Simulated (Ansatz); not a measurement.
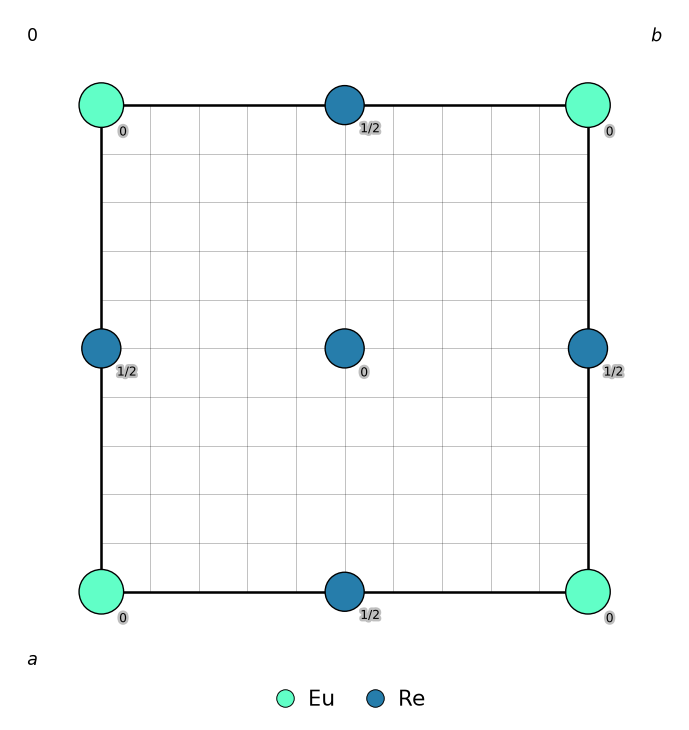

Plan of a unit cell projected along c (a down the page, b across); the numbers are heights as fractions of c, and atoms on the cell's edges are repeated. The grid marks tenths of a and b. Source: the input geometry of an electronic-structure calculation (not necessarily at equilibrium); the starting structure was generated, so it need not be a known form of this composition. The drawing is computed from the coordinates (standard cell, symmetry found to 0.002 Å).

a = 4.064 Å, b = 4.064 Å, c = 4.064 Å, α = 90.00°, β = 90.00°, γ = 90.00°.

Q: What does the cell contain?

A: 1 Eu, 3 Re: EuRe3, Z = 1.

Q: Which space group?

A: No. 221, Pm-3m, primitive cubic.

Q: Give the independent sites, coordinates to two places.

A:
```
atom  site  symmetry     x     y     z
  Eu    1a      m-3m  0.00  0.00  0.00
  Re    3c    4/mm.m  0.00  0.50  0.50
```
